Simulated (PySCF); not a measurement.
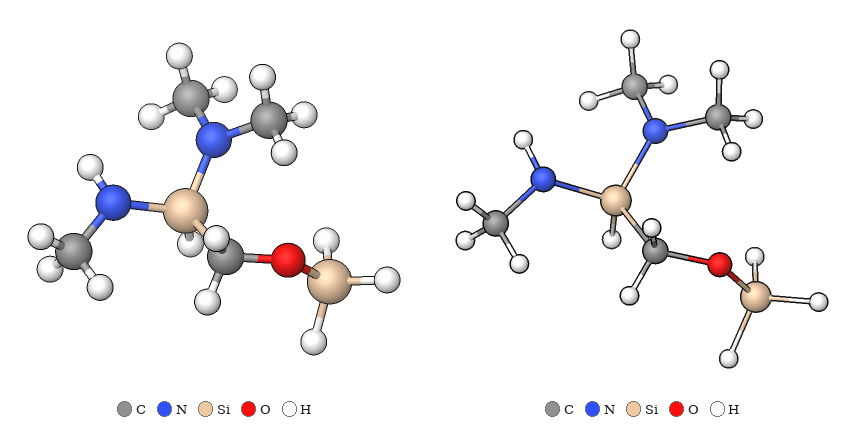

The same structure drawn twice, from different directions.

The geometry was computed by an optimisation with GFN2-xTB. No frequency run is at hand to confirm it as a minimum.

Description:

The molecule is C4H16N2OSi2. Its SMILES string is `CN[Si@H](CO[SiH3])N(C)C`. It has no ring. Among its groups: Si–H bond, Si–O bond, Si–N bond. The point group is C1. Coordination, clear cases only: 4 C tetrahedral; 2 Si tetrahedral; 1 O bent; 1 N trigonal planar.

More results for the same structure follow; atom numbers are the same in all pictures, views and colours differ.

Shape

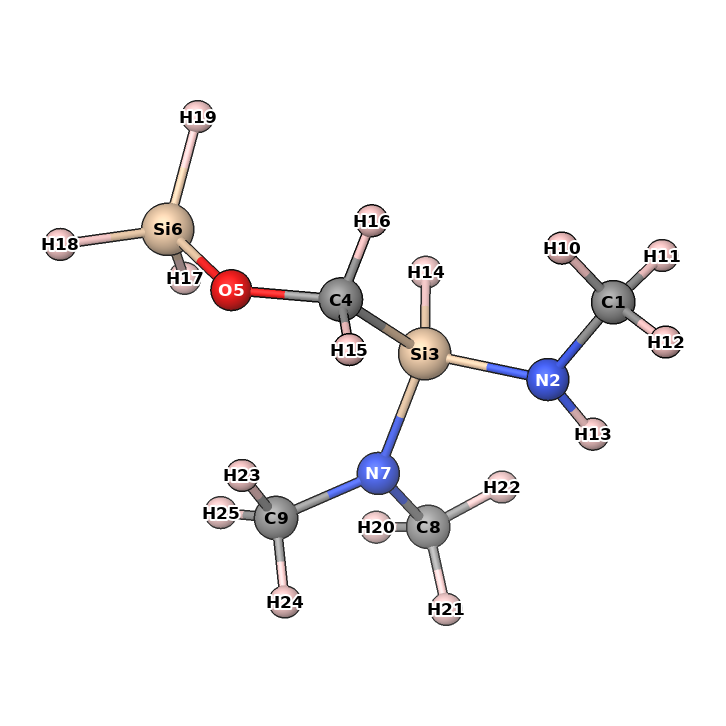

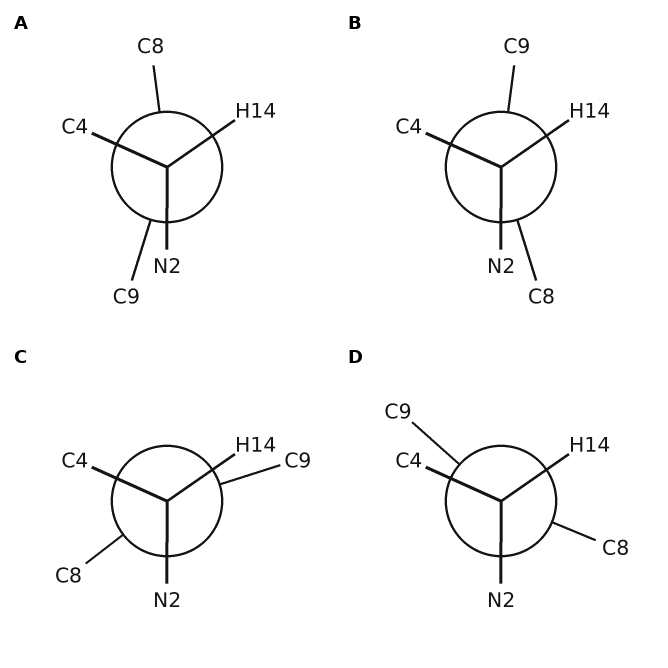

Depth is shown by fading: the farther an atom, the more it takes the colour of the background. Bonds that would overlap in a projection are set slightly apart. No frequency run is at hand to confirm it as a minimum.

Which Newman projection shows the view along Si3–N7, with Si3 in front?

D. The torsion angle N2–Si3–N7–C8 is −68°, synclinal (gauche).

Electronic properties

No frequency run is at hand to confirm it as a minimum. Level of theory: PBE0/pcSseg-1, gas phase (PySCF 2.14.0).

Estimate the LUMO energy (Kohn–Sham orbital).

0.31 eV.

Estimate the HOMO energy (Kohn–Sham orbital).

−6.15 eV.

Estimate the dipole moment.

1.87 D.

Bond orders

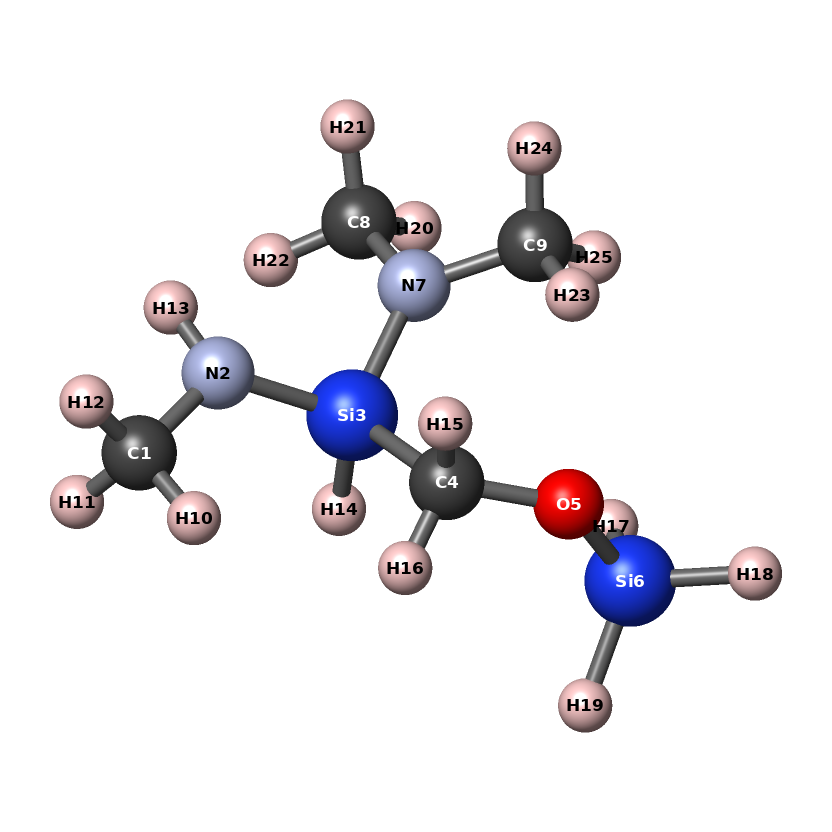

Every bond is drawn as one stick. No frequency run is at hand to confirm it as a minimum. Method: PBE0/pcSseg-1 (PySCF 2.14.0).

List the Mayer bond orders of C1–N2, N2–Si3, Si3–C4, Si3–N7, C4–O5, O5–Si6, N7–C8, N7–C9 (bonds between heavy atoms, one of each equivalent set).

```csv
bond,Mayer order,length (Å)
C1–N2,0.98,1.445
N2–Si3,0.99,1.725
Si3–C4,0.89,1.907
Si3–N7,0.98,1.712
C4–O5,0.83,1.404
O5–Si6,0.97,1.610
N7–C8,0.97,1.440
N7–C9,0.97,1.442
```

NMR shielding

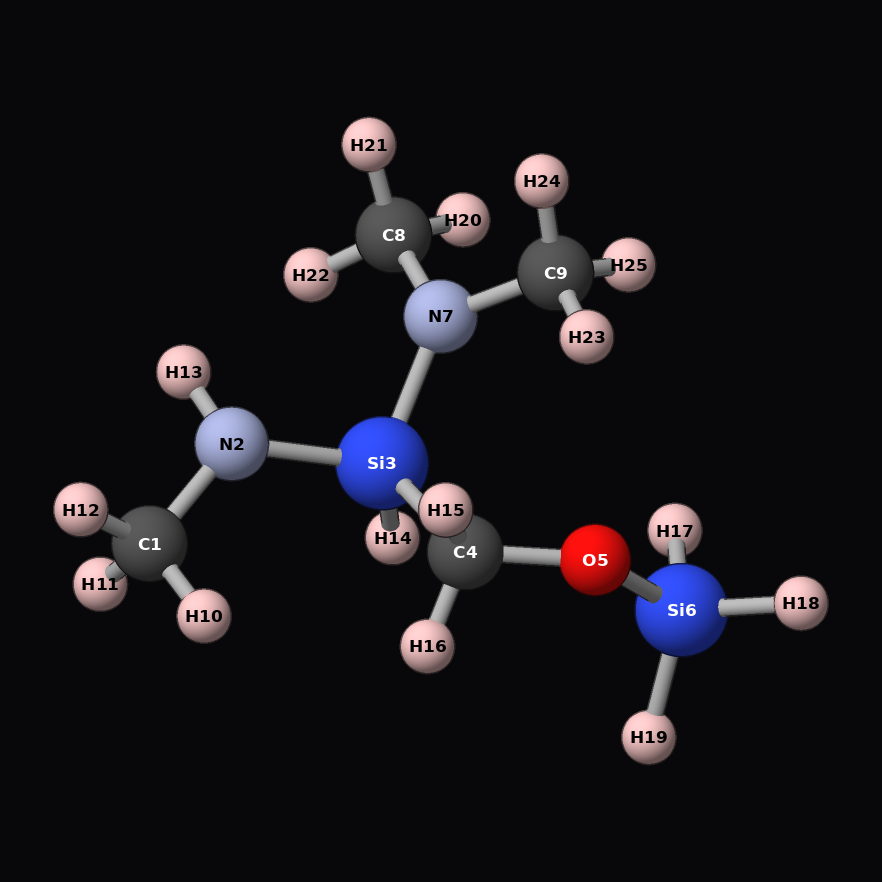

No frequency run is at hand to confirm it as a minimum. Level of theory: GIAO PBE0/pcSseg-1 NMR shielding, non-relativistic, gas phase (PySCF 2.14.0). Principal shieldings σ11 ≤ σ22 ≤ σ33, span Ω = σ33 − σ11, skew κ = 3(σiso − σ22)/Ω.

Which Si atom has the most anisotropic shielding?

Si6, with a span of 130 ppm.

Give the shielding tensors of the Si atoms.

```json
{"atom": "Si3", "σ11": "351.4", "σ22": "378.2", "σ33": "409.2", "σiso": "379.6", "Ω": "57.8", "κ": "0.07"}
{"atom": "Si6", "σ11": "343.4", "σ22": "348.8", "σ33": "473.9", "σiso": "388.7", "Ω": "130.5", "κ": "0.92"}
```

Shieldings and span in ppm.

Quadrupole coupling

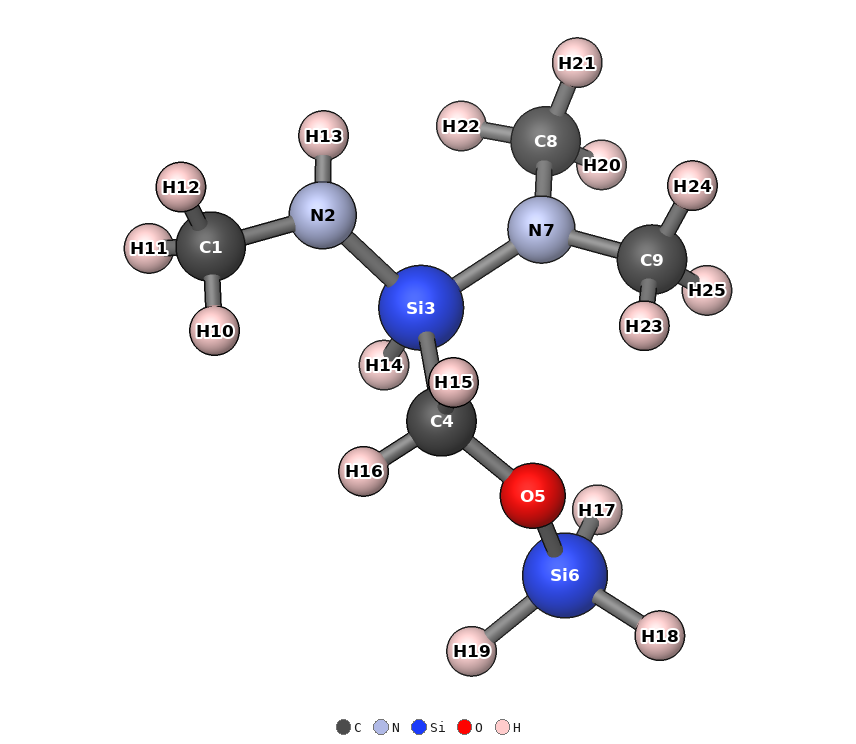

No frequency run is at hand to confirm it as a minimum. Electric field gradients from the ground-state density, PBE0/pcSseg-1 (PySCF 2.14.0), non-relativistic apart from any core potentials.

Give the largest field-gradient component, the quadrupole coupling constant and the asymmetry for 14N at N2 (Q = 20.44 mb), 17O at O5 (Q = −25.6 mb), 14N at N7 (Q = 20.44 mb), 2H at H10 (Q = 2.86 mb), 2H at H11 (Q = 2.86 mb), 2H at H12 (Q = 2.86 mb), 2H at H13 (Q = 2.86 mb).

```json
{"atom": "N2", "V_zz (a.u.)": "−1.053", "e²qQ/h (MHz)": "−5.05", "η": "0.40"}
{"atom": "O5", "V_zz (a.u.)": "1.742", "e²qQ/h (MHz)": "−10.48", "η": "0.36"}
{"atom": "N7", "V_zz (a.u.)": "−1.177", "e²qQ/h (MHz)": "−5.65", "η": "0.35"}
{"atom": "H10", "V_zz (a.u.)": "0.313", "e²qQ/h (MHz)": "0.210", "η": "0.07"}
{"atom": "H11", "V_zz (a.u.)": "0.297", "e²qQ/h (MHz)": "0.199", "η": "0.04"}
{"atom": "H12", "V_zz (a.u.)": "0.304", "e²qQ/h (MHz)": "0.204", "η": "0.05"}
{"atom": "H13", "V_zz (a.u.)": "0.421", "e²qQ/h (MHz)": "0.283", "η": "0.19"}
```

The geometry is semi-empirical. Around Si such bond lengths and angles can be off by a tenth of an ångström or more and by several degrees, and values that hang on the shape move with them.
